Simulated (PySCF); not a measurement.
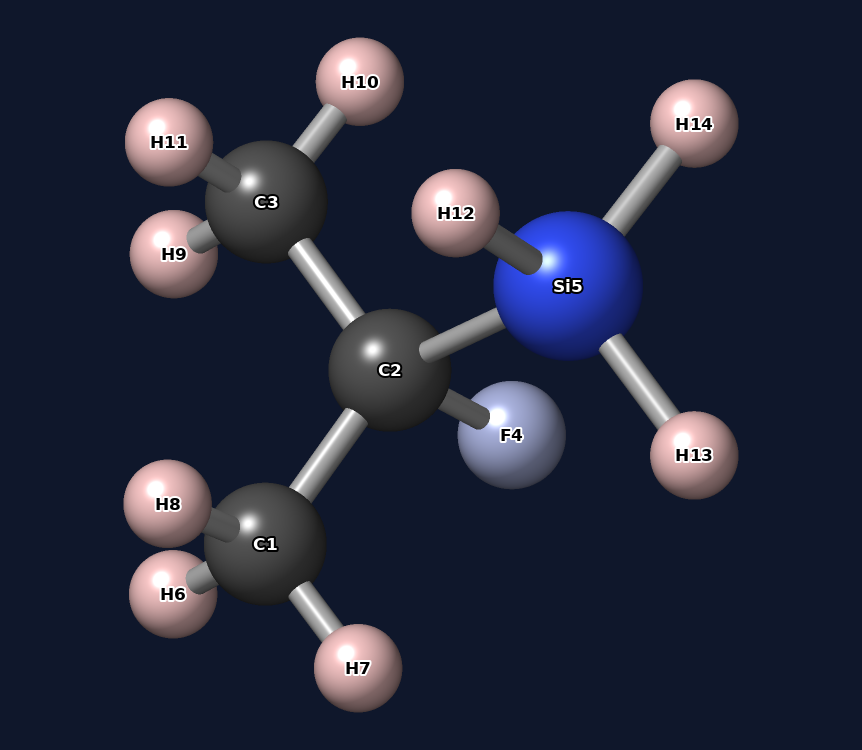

The thickness of each stick grows with its Mayer bond order. The computed structure is the end point of a PBE0-D3(BJ)/def2-SVP optimisation. No frequency run is at hand to confirm it as a minimum. Level of theory: PBE0/pcSseg-0 (PySCF 2.14.0).

List the Mayer bond orders of C1–C2, C2–F4, C2–Si5, C1–H6, C1–H7, C1–H8, Si5–H12, Si5–H13 (one bond of each equivalent set).

| bond | Mayer order | length (Å) |
| --- | --- | --- |
| C1–C2 | 0.94 | 1.516 |
| C2–F4 | 0.73 | 1.406 |
| C2–Si5 | 0.71 | 1.918 |
| C1–H6 | 0.91 | 1.102 |
| C1–H7 | 0.92 | 1.100 |
| C1–H8 | 0.91 | 1.101 |
| Si5–H12 | 0.94 | 1.497 |
| Si5–H13 | 0.97 | 1.493 |
